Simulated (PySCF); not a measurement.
SMILES FC(F)(CC=C)F (C4H5F3), singlet at its GFN2-xTB optimised geometry (Å):

```
12

C      0.7394    -2.0414    -2.0773
C      0.0123    -1.4686    -1.1384
C     -0.4172    -0.0310    -1.1776
C      0.1646     0.7298     0.0000
F      1.5049     0.7298     0.0000
F     -0.2150     2.0191     0.0000
F     -0.2190     0.2233     1.1811
H      1.0696    -1.5030    -2.9502
H      1.0304    -3.0749    -2.0133
H     -0.3076    -2.0191    -0.2646
H     -0.0752     0.4582    -2.0910
H     -1.5049     0.0517    -1.1072
```

Method: B3LYP/def2-TZVP (PySCF 2.14.0). Cells within 0.4 Å of a nucleus heavier than hydrogen are left out (blank, or x).

Map of the electrostatic potential (hartree/e), clipped to [-0.08, 0.12] on the plane z = 0.0 Å:

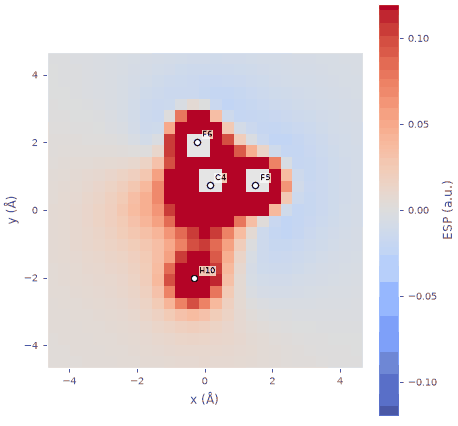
*Electrostatic potential (hartree/e), clipped to [-0.08, 0.12] on the plane z = 0.0 Å.*
